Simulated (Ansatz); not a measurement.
AlClFH$_{2}$N

Input file:

```
crystal:
  periodic: [false, false, false]
  atoms:
    - {symbol: N, position_ang: [-0.112271, 0.982553, -0.025794]}
    - {symbol: Al, position_ang: [0.152507, -0.739085, 0.092268]}
    - {symbol: F, position_ang: [1.041755, -1.345498, 1.331111]}
    - {symbol: Cl, position_ang: [-0.641135, -2.049374, -1.313605]}
    - {symbol: H, position_ang: [0.246294, 1.661487, 0.624758]}
    - {symbol: H, position_ang: [-0.645149, 1.426016, -0.754937]}
basis:
  gaussian: {orbitals: def2-TZVPP}
hamiltonian: {xc: pbe0, dispersion: d4}
output: {orbitals: {seedname: orbitals}}
```

Launched as:

```sh
ansatz run in.yaml --threads 2 --pin off --events-out ev --progress --plain --max-ram 32768MiB --backend cpu
```

Geometry: PBE0-D4/def2-TZVP.

Level of theory: RKS PBE0-D4/def2-TZVPP in Ansatz.

**What can the converged electron density and electron localisation function tell about the bonding?**

Al–F (1.64 Å): the density is about 0.93 e/Å³ at the midpoint; the ELF peaks at about 0.85 in the valence shell of F, 0.5 Å from its nucleus, and is about 0.35 at the midpoint.
Al–N (1.75 Å): the density is about 0.92 e/Å³ at the midpoint; the ELF peaks at about 0.90 in the valence shell of N, 0.7 Å from its nucleus, and is about 0.65 at the midpoint.
Al–Cl (2.08 Å): ρ is about 0.76 e/Å³ halfway; the ELF peaks at about 0.85 in the valence shell of Cl, 0.9 Å from its nucleus, and is about 0.80 at the midpoint.
N–H (1.01 Å): the density is about 2.9 e/Å³ at the midpoint; the ELF climbs to about 1 towards the hydrogen, as it does in any bond to H: an ordinary covalent bond to hydrogen.

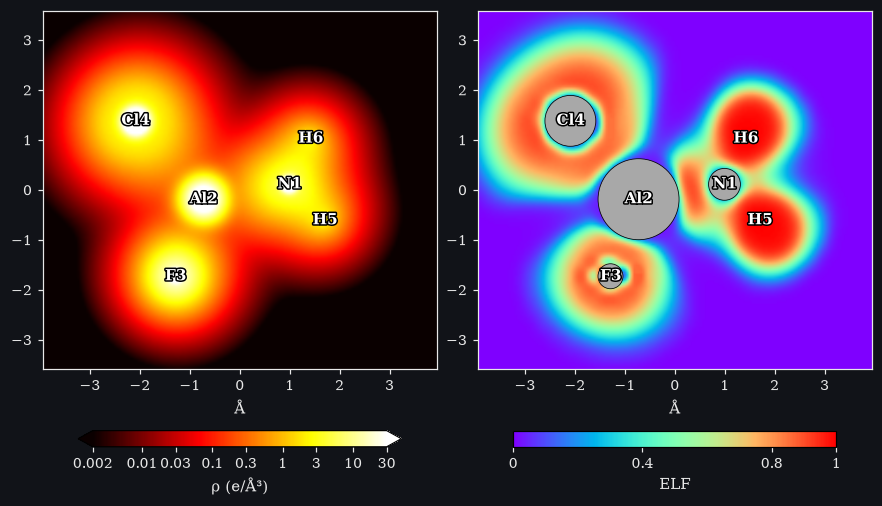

Computed electron density and electron localisation function on the molecular plane, in this order. Grey discs cover the atomic cores in the ELF map. 
